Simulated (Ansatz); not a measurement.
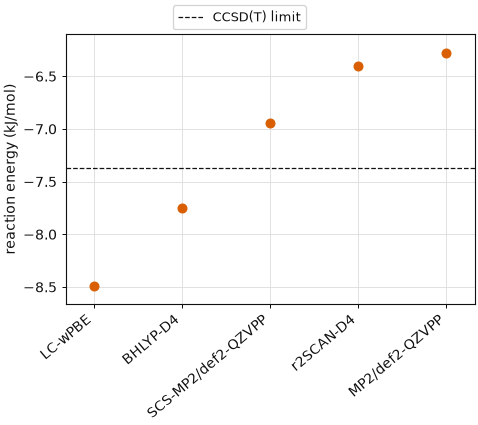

Electronic reaction energy of ZnCl₂ ([Cl][Zn][Cl]) + GeHSBr ([SH][Ge][Br]) [singlet] → ZnBrCl ([Cl][Zn][Br]) + GeHSCl ([SH][Ge][Cl]) [singlet] (SMILES in brackets) at several levels (functionals in def2-TZVPP unless a basis is named), isolated molecules at PBE0-D4 triple-zeta geometries, minima by their frequencies, no zero-point or thermal terms, the Ansatz code 0.2.0. The line is frozen-core CCSD(T) at the basis limit (MP2 extrapolated from triple and quadruple zeta, plus CCSD(T) less MP2 in a smaller set). Choice of cores on heavy atoms: Zn/Cu 3s3p. No dispersion term is added to LC-wPBE. The distance of SCS-MP2/def2-QZVPP and MP2/def2-QZVPP to the limit includes basis error.

### What range do the values span, the line included?

From −8.5 kJ/mol (LC-wPBE) to −6.3 kJ/mol (MP2/def2-QZVPP).

### What do zero-point energy and temperature add?

Zero-point change 0.0 kJ/mol; at 298.15 K and 1 bar the CCSD(T) limit plus thermal terms gives an enthalpy of reaction of −7.4 and a free energy of −9.1 kJ/mol (harmonic PBE0-D4 modes, ideal gas).

Caveats: no scalar relativity up to krypton; outer-core shells are correlated without core-valence functions, which makes the correlated values less sure.
